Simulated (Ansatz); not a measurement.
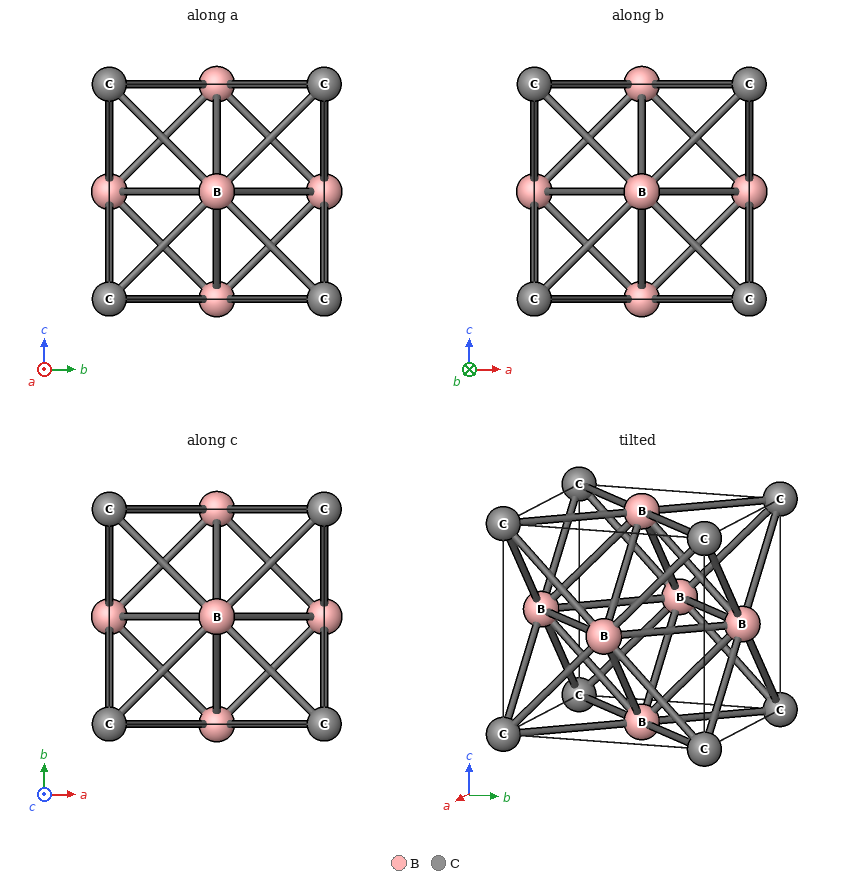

Ball-and-stick representation of a periodic structure, projected along the a axis, along the b axis, along the c axis and slightly off an axis. The parallelepiped is the conventional unit cell.

Lattice parameters: a = 2.9087 Å, b = 2.9087 Å, c = 2.9087 Å, α = 90.000°, β = 90.000°, γ = 90.000°.

Put the structure into a CIF in P1 with every atom of the cell.

Answer.
```cif
data_structure
_symmetry_space_group_name_H-M 'P 1'
_symmetry_Int_Tables_number 1
_cell_length_a 2.9087
_cell_length_b 2.9087
_cell_length_c 2.9087
_cell_angle_alpha 90.000
_cell_angle_beta 90.000
_cell_angle_gamma 90.000
_cell_volume 24.61
loop_
_atom_site_label
_atom_site_type_symbol
_atom_site_fract_x
_atom_site_fract_y
_atom_site_fract_z
_atom_site_occupancy
B1 B 0.0000 0.5000 0.5000 1
B2 B 0.5000 0.0000 0.5000 1
B3 B 0.5000 0.5000 0.0000 1
C1 C 0.0000 0.0000 0.0000 1
```

The model was built from a random cell made by a generator, so it need not be a real form of the compound. Atoms and cell were optimised with DFT PBE, scalar-relativistic, plane waves, PAW in Ansatz.
